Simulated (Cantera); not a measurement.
Input: 1 mol CHF₃, a varied amount of Si, equilibrated at 2975 K and 10000 Pa.

Equilibrium computed with Cantera from the NASA thermochemical tables; the gas is ideal and each condensed phase is pure. Candidate condensed phases: C, C₆H₆, C₇H₈, C₈H₁₈, Si, SiC; 113 gas species. The tables' values for SiF₃, SiF₂ are old estimates; treat these amounts as uncertain. Rates play no part.

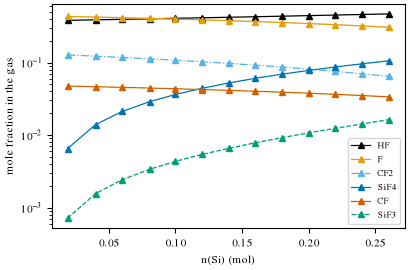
*Equilibrium gas composition (values under 1e-9 drawn at 1e-9)*

From 0.019 mol Si to 0.26 mol Si the condensed part is C(graphite). The main Si-bearing gas is SiF₄ throughout.
